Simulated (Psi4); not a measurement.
**BF3 (boron trifluoride): r2SCAN/aug-cc-pVDZ**

What is the energy change on altering one bond length of BF3 (boron trifluoride) at r2SCAN/aug-cc-pVDZ? 

The calculation is run with Psi4 1.11.

2 further runs of the same task are left out: 2 set aside as unsound or not needed.

## (1) The molecule

BF3: 4 atoms, total charge 0, spin state singlet. As SMILES, `FB(F)F`. Geometry: relaxed at GFN2-xTB.

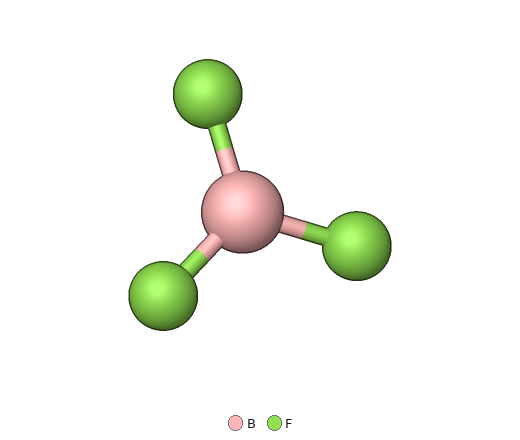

Viewed from a chosen angle; boron pink, fluorine green.

## (2) Energy and gradient at r2SCAN/aug-cc-pVDZ

The input, calc.dat:

```
memory 1600 MB

molecule m {
  0 1
  B
  F 1 r2
  F 1 r3 2 a3
  F 1 r4 2 a4 3 d4

  r2 = 1.300547
  r3 = 1.300602
  a3 = 120.01614
  r4 = 1.300616
  a4 = 120.00244
  d4 = -179.95711
  symmetry c1
  no_reorient
  no_com
}

set {
  puream true
  e_convergence 1e-09
  d_convergence 1e-08
  scf_type pk
  dft_radial_points 99
  dft_spherical_points 590
}

result, w = gradient('r2scan/aug-cc-pVDZ', return_wfn=True)
oeprop(w, 'MAYER_INDICES', 'QUADRUPOLE', 'DIPOLE', title='R2SCAN')
print_variables()
```

Command:

```
psi4 calc.dat calc.out -n 1
```

calc.out (excerpt; [...] marks lines left out):

```text
[...]
  Running in c1 symmetry.
[...]
  Nuclear repulsion =  112.011179406720629
[...]
  Multiplicity = 1
[...]
  Nalpha       = 16
  Nbeta        = 16
[...]
    Number of basis functions: 92
[...]
   @RKS iter   1:  -324.34122847853615   -3.69159e-01   6.56768e-03 DIIS/ADIIS
[...]
   @RKS iter   9:  -324.45196722028510   -2.84217e-13   1.10563e-09 DIIS
[...]
    Orbital Energies [Eh]
    ---------------------
    Doubly Occupied:
       1A    -24.551542     2A    -24.551488     3A    -24.551462
       4A     -6.808967     5A     -1.248894     6A     -1.209777
       7A     -1.209715     8A     -0.576582     9A     -0.540184
      10A     -0.540152    11A     -0.500913    12A     -0.431705
      13A     -0.431691    14A     -0.425143    15A     -0.425102
      16A     -0.389373
[...]
  @RKS Final Energy:  -324.45196722028510
   => Energetics <=
    Nuclear Repulsion Energy =            112.0111794067206290
    One-Electron Energy =                -673.2613037499912707
    Two-Electron Energy =                 272.2251332864120741
    DFT Exchange-Correlation Energy =     -35.4269761634265450
    Empirical Dispersion Energy =           0.0000000000000000
    VV10 Nonlocal Energy =                  0.0000000000000000
    Total Energy =                       -324.4519672202850984
[...]
  -Total Gradient:
     Atom            X                  Y                   Z
    ------   -----------------  -----------------  -----------------
       1        0.000082118408     0.000023875400     0.000084217023
       2       -0.000033506999    -0.000012203480    -0.028883074864
       3       -0.000033492623    -0.025031586989     0.014396318909
       4       -0.000014734988     0.025015994031     0.014401729204
[...]
 Multipole Moments:
 ------------------------------------------------------------------------------------
     Multipole            Electronic (a.u.)      Nuclear  (a.u.)        Total (a.u.)
 ------------------------------------------------------------------------------------
 L = 1.  Multiply by 2.5417464519 to convert [e a0] to [Debye]
 Dipole X            :          0.0005711           -0.0000959            0.0004753
 Dipole Y            :          0.0001497           -0.0000190            0.0001307
 Dipole Z            :          0.0004247           -0.0000486            0.0003761
 Magnitude           :                                                    0.0006200
 L = 2.  Multiply by 1.3450342976 to convert [e a0^2] to [Debye ang]
 Quadrupole XX       :        -13.4263690            0.0000164          -13.4263525
 Quadrupole XY       :         -0.0315228            0.0305206           -0.0010022
[...]
```

Wall time 20 s (1 thread of AMD EPYC 9R45 (Zen 5), shared host); peak memory 0.85 GiB.

## (3) The distorted shape: the energy at r2SCAN/aug-cc-pVDZ

The input, bf3_ase.py:

```python
import numpy as np
from ase.calculators.psi4 import Psi4
from ase import Atoms

atoms = Atoms(['B', 'F', 'F', 'F'], positions=[
    [0.094066, -0.170924, 0.002348],
    [1.394246, -0.198614, 0.016018],
    [-0.626240, 1.139760, -0.017260],
    [-0.580204, -1.283104, 0.006568],
])
calc = Psi4(atoms=atoms, method='r2scan', basis='aug-cc-pVDZ', memory='1600MB', num_threads=1, charge=0, multiplicity=1, label='calc')
calc.psi4.set_options({'puream': True, 'e_convergence': 1e-09, 'd_convergence': 1e-08, 'scf_type': 'pk', 'dft_radial_points': 99, 'dft_spherical_points': 590})
atoms.calc = calc

print(f'energy: {atoms.get_potential_energy():.6f} eV')
```

Command:

```
python bf3_ase.py
```

calc.dat (excerpt; [...] marks lines left out):

```text
[...]
  Running in c1 symmetry.
[...]
  Nuclear repulsion =  106.939110248323686
[...]
  Multiplicity = 1
[...]
  Nalpha       = 16
  Nbeta        = 16
[...]
    Number of basis functions: 92
[...]
   @RKS iter   1:  -324.33224704863511   -4.99390e-01   6.37966e-03 ADIIS/DIIS
[...]
   @RKS iter  10:  -324.43744235313795   -4.60432e-12   9.31396e-09 DIIS
[...]
    Orbital Energies [Eh]
    ---------------------
    Doubly Occupied:
       1A    -24.571469     2A    -24.571409     3A    -24.528729
       4A     -6.839488     5A     -1.255061     6A     -1.226596
       7A     -1.151415     8A     -0.585436     9A     -0.545702
      10A     -0.517477    11A     -0.499990    12A     -0.441043
      13A     -0.431896    14A     -0.427463    15A     -0.392525
      16A     -0.377652
[...]
  @RKS Final Energy:  -324.43744235313795
   => Energetics <=
    Nuclear Repulsion Energy =            106.9391102483236864
    One-Electron Energy =                -663.2075306613438670
    Two-Electron Energy =                 267.1586026741043725
    DFT Exchange-Correlation Energy =     -35.3276246142221595
    Empirical Dispersion Energy =           0.0000000000000000
    VV10 Nonlocal Energy =                  0.0000000000000000
    Total Energy =                       -324.4374423531379534
[...]
 Multipole Moments:
 ------------------------------------------------------------------------------------
     Multipole            Electronic (a.u.)      Nuclear  (a.u.)        Total (a.u.)
 ------------------------------------------------------------------------------------
 L = 1.  Multiply by 2.5417464519 to convert [e a0] to [Debye]
 Dipole X            :          0.1772499           -0.0107330            0.1665169
 Dipole Y            :         -0.3216708            0.0194219           -0.3022489
 Dipole Z            :          0.0042875           -0.0001953            0.0040922
 Magnitude           :                                                    0.3451072
[...]
```

The script printed:

```text
energy: -8828.392485 eV
```

It took 16 s on 1 thread of AMD EPYC 9R45 (Zen 5), shared host; peak memory 0.85 GiB.

## (4) Results

At r2SCAN/aug-cc-pVDZ:

```
                                                         quantity          value
                                        first shape: total energy  -324.45197 Eh
                                       first shape: dipole moment         0.00 D
                                         first shape: HOMO energy      -10.60 eV
                                         first shape: LUMO energy       -0.07 eV
                                       first shape: HOMO–LUMO gap       10.53 eV
                            first shape: largest force on an atom     1.485 eV/Å
                                    distorted shape: total energy  -324.43744 Eh
                                   distorted shape: dipole moment         0.88 D
                                     distorted shape: HOMO energy      -10.28 eV
                                     distorted shape: LUMO energy       -0.56 eV
                                   distorted shape: HOMO–LUMO gap        9.72 eV
energy change with the B1–F3 bond stretched from 1.301 to 1.496 Å       0.395 eV
```

What this shows: With the B1–F3 bond stretched from 1.301 to 1.496 Å the energy rises by 0.40 eV (9.1 kcal/mol). The first shape isn't relaxed at this level, so the change isn't measured from a minimum. The largest force (first shape) is 1.49 eV/Å: the shape isn't a stationary point for this species at this level.
